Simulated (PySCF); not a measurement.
## C3HF2 (charge +1): excited-state calculation

C3HF2, charge +1, SMILES Fc1c[c+]1F, computed with TDDFT B3LYP/def2-SVPD, vertical, gas phase, core orbitals frozen in the response (PySCF 2.14.0).

The geometry comes from this level: GFN2-xTB.

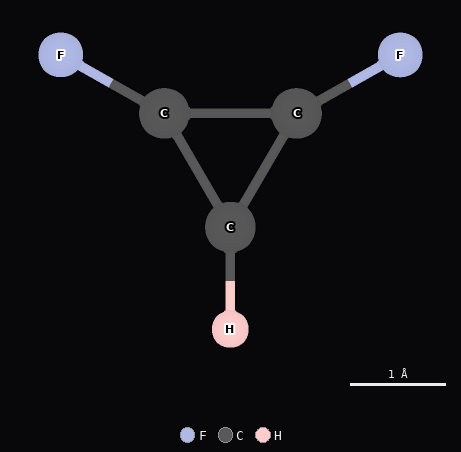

The input geometry (ball-and-stick view, seen on its broad side). Bond lengths as drawn: C–C 1.39 Å, C–F 1.25 Å and C–H 1.08 Å.

**Input file**
```
{"job": {"kind": "uv", "xc": "B3LYP", "basis": "def2-SVPD", "nstates": 8, "ntriplets": 3}, "charge": 1, "multiplicity": 1}
F      1.782764    -0.860525     0.511219
C      0.694323    -0.322675     0.199111
C     -0.052370     0.825031    -0.032560
C     -0.645125    -0.423517    -0.167599
F     -1.654714    -1.118698    -0.430097
H     -0.121755     1.902375    -0.075351
```

The first line tells a small driver script what to run in PySCF; the rest is the geometry in Å.

Hardware: 1 CPU thread, shared host.

**Output**
```
coarse grid: 6056 points
cycle   1  E = -313.8345645416  dE =  1.452e+00  |g| = 5.704e-01  |ddm| = 3.497e+00
cycle   2  E = -313.7486311279  dE =  8.593e-02  |g| = 9.349e-01  |ddm| = 1.216e+00
cycle   3  E = -313.9010544501  dE = -1.524e-01  |g| = 1.088e-01  |ddm| = 7.912e-01
cycle   4  E = -313.9025429085  dE = -1.488e-03  |g| = 3.701e-02  |ddm| = 1.277e-01
cycle   5  E = -313.9028010029  dE = -2.581e-04  |g| = 1.668e-02  |ddm| = 6.130e-02
cycle   6  E = -313.9028718668  dE = -7.086e-05  |g| = 1.914e-03  |ddm| = 2.288e-02
cycle   7  E = -313.9028727543  dE = -8.875e-07  |g| = 1.578e-04  |ddm| = 2.814e-03
final grid: 62208 points
cycle   8  E = -313.9469703140  dE = -1.665e-05  |g| = 2.389e-03  |ddm| = 4.041e-02
cycle   9  E = -313.9469686811  dE =  1.633e-06  |g| = 3.788e-03  |ddm| = 5.546e-03
cycle  10  E = -313.9469714069  dE = -2.726e-06  |g| = 4.048e-04  |ddm| = 3.216e-03
cycle  11  E = -313.9469714357  dE = -2.874e-08  |g| = 7.495e-05  |ddm| = 5.157e-04
cycle  12  E = -313.9469714368  dE = -1.083e-09  |g| = 3.310e-05  |ddm| = 1.099e-04
cycle  13  E = -313.9469714370  dE = -1.932e-10  |g| = 7.741e-06  |ddm| = 3.496e-05
```

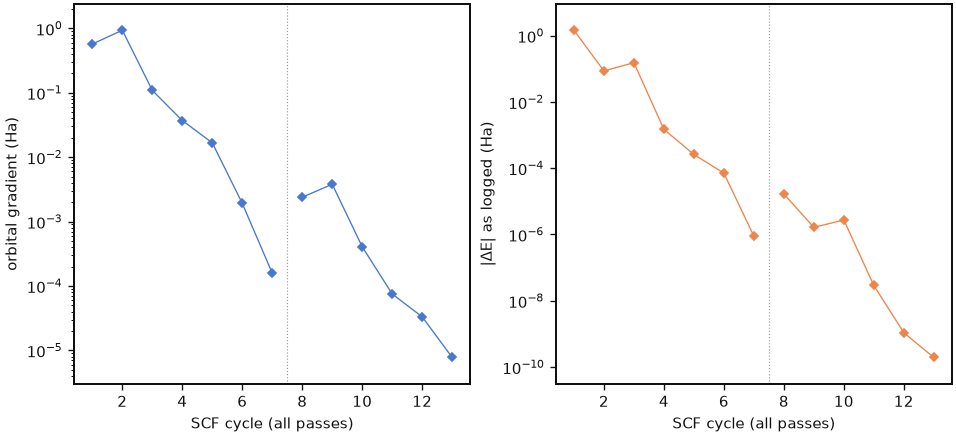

Convergence of the self-consistent field: orbital gradient and size of the energy change against the SCF cycle. The dotted line marks the change from a coarse to the final integration grid. The first 7 cycles use a coarse grid, the final grid takes over at cycle 8, and the field converges after 13 cycles in all.

```
converged SCF energy = -313.9469714370

Static polarisability (au): isotropic 27.761, principal 18.393 30.628 34.263

Singlet excitations
state   eV       nm        f      main configurations
  1   7.0509    175.8   0.00024   H->L 0.98
  2   7.4422    166.6   0.00000   H->L+1 0.95
  3   8.3433    148.6   0.00000   H-2->L 0.94
  4   8.5142    145.6   0.13931   H-1->L 0.94
  5   8.9816    138.0   0.14824   H-1->L+1 0.89
  6   9.3394    132.8   0.00175   H-2->L+1 0.92
  7   9.6859    128.0   0.01662   H->L+2 0.99
  8   9.9169    125.0   0.03928   H-1->L+2 0.93

Triplet excitations (Tamm-Dancoff, eV): 6.1382 6.5384 7.0257
```

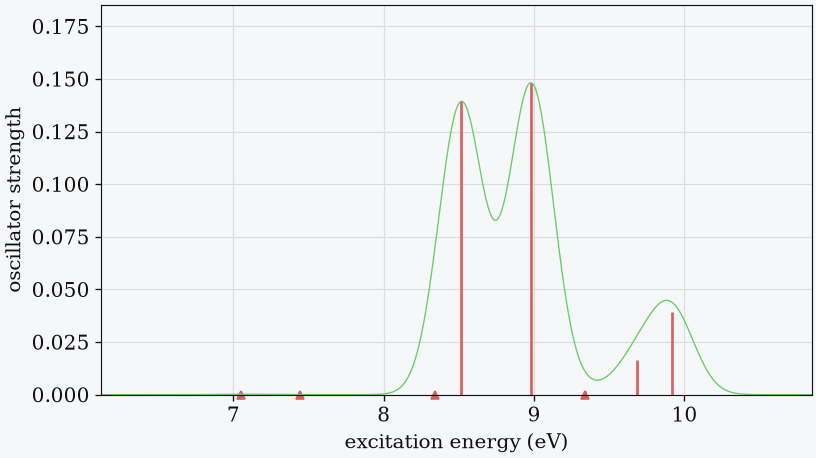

Computed excitations as sticks (degenerate states added up, dark ones marked on the axis), with a Gaussian envelope of 0.35 eV full width at half maximum, scaled to the tallest. Of the 8 states the lowest lies at 7.05 eV (f = 0.000); the strongest line is at 8.98 eV, or 138 nm (f = 0.148).

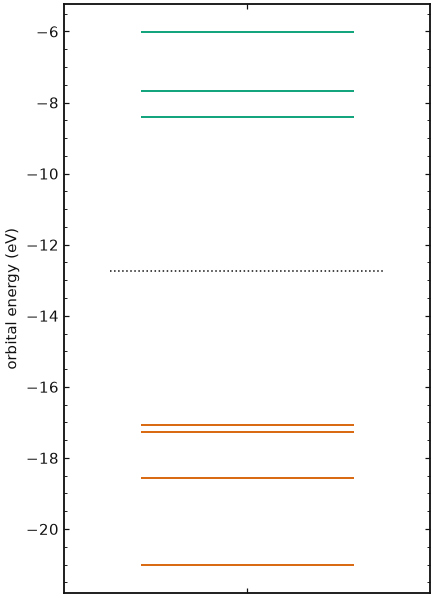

Orbital energies near the frontier; the dotted line parts filled from empty levels, and levels within 0.02 eV of each other stand side by side. Highest filled −17.06 eV, lowest empty −8.42 eV, 8.64 eV apart.

**Results in brief**

| quantity | value |
| --- | --- |
| outcome | converged |
| total energy | −313.946971 hartree |
| HOMO | −17.06 eV |
| LUMO | −8.42 eV |
| mean polarisability | 27.76 a.u. |
| lowest singlet excitation | 7.05 eV |
| wall time | 6.7 s |
| peak memory | 0.46 GiB |
